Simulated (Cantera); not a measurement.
A closed system holds: 1 mol B2H6, 0.3 mol O2, 0.83 mol H2, held at 5400 Pa.

Method: chemical equilibrium by Gibbs-energy minimisation in Cantera with the NASA 1993 tables (ideal gas, pure condensed phases). Candidate condensed phases: B, B2O3, B3O3H3, H2O; 23 gas species. The feed counts by its element totals alone. Mutual solubility and eutectic melting of coexisting phases are not modelled. The tables' values for BH2 are old estimates; treat these amounts as uncertain. Gases not in the tables: B2H6 and higher boranes. Kinetics and transport are ignored.

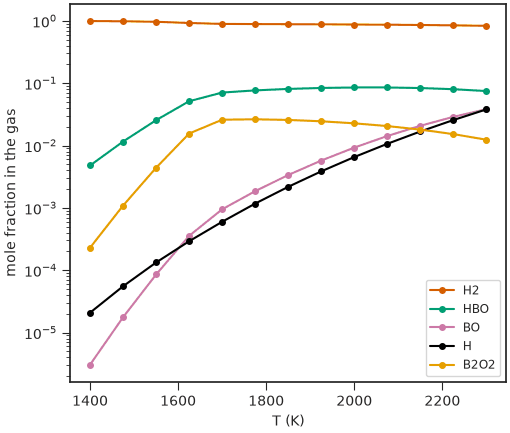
Fig. 1. Equilibrium gas composition (values under 1e-9 drawn at 1e-9)

From 1400 K to 1625 K the condensed part is B(s) + B2O3(l). From 1700 K to 2300 K the condensed part is B(s). The main B-bearing gas is B3O3H3 at 1400 K and HBO at 2300 K. The share of B in condensed phases is highest at 1400 K (98.0 %) and lowest at 2300 K (69.4 %).
